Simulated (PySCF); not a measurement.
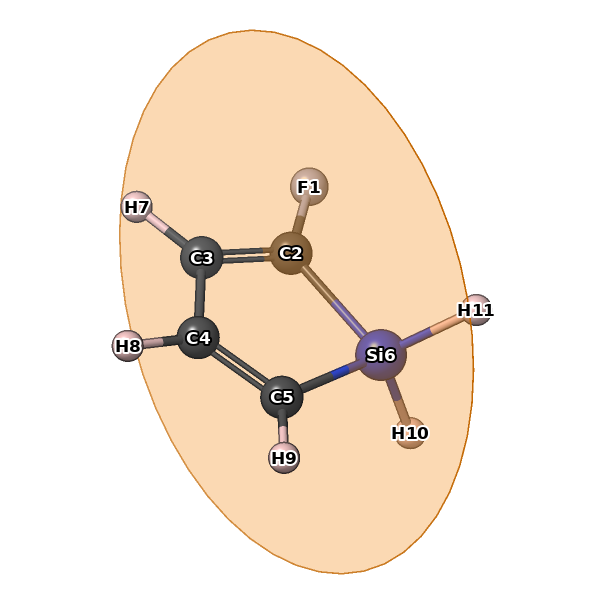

A disc through the centre of mass is drawn in. Distant atoms are faded towards the background colour. The geometry was computed by an optimisation with PBE0-D3(BJ)/def2-SVP. No frequency run is at hand to confirm it as a minimum.

Q: Is the plane of the disc a mirror plane of the structure?

A: No. The point group is Cs, with 1 mirror plane, and this plane isn't one of its mirror planes.
